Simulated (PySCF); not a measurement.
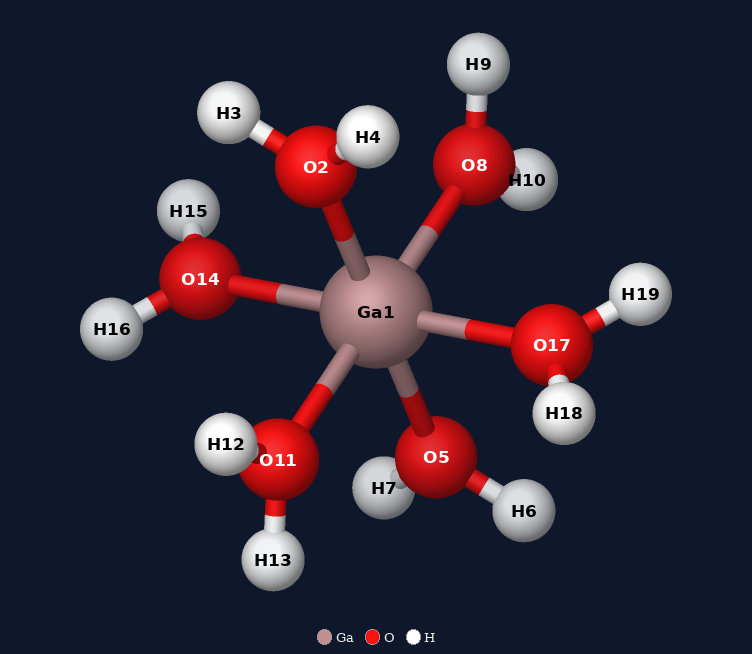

The species has charge +3 and is a spin singlet. The computed structure is the end point of a PBE0-D3(BJ)/def2-SVP optimisation. No frequency run is at hand to confirm it as a minimum. Method: delta-SCF UKS SCAN, pcX-2 on the ionised atom (unc-x2c-TZVPall on a metal), pcseg-1 elsewhere, spin-free X2C (PySCF 2.14.0).

Give the core-electron binding energies (to vacuum) of O2 1s.

| atom | level | binding energy (eV) |
| --- | --- | --- |
| O2 | 1s | 554.4 |
